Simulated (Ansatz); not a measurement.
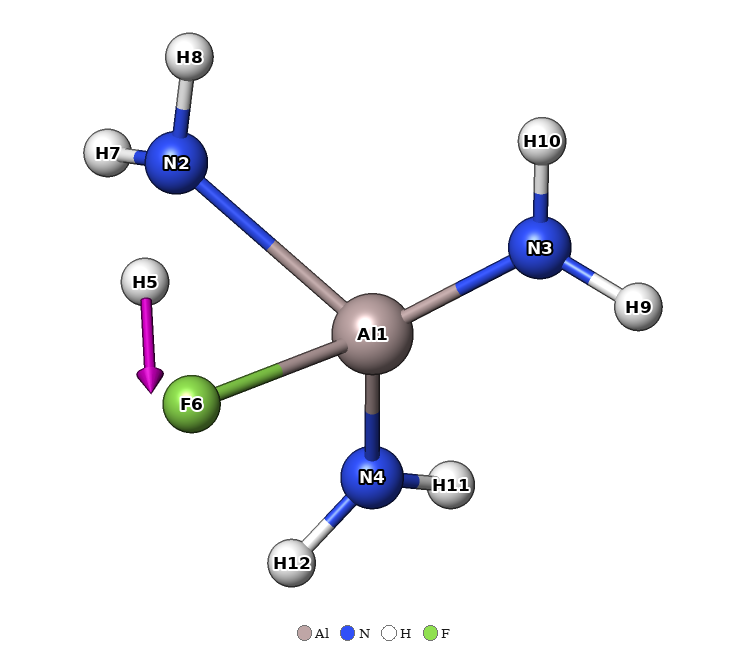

The arrows show one normal mode. Harmonic vibrations computed with RKS PBE0-D4/def2-SVP (Ansatz 0.2.0) at a stationary point of the same level. It is a saddle point of order 1.

### At what wavenumber does it lie?

977i cm⁻¹; it is mode 1 of 30 counted from the lowest.
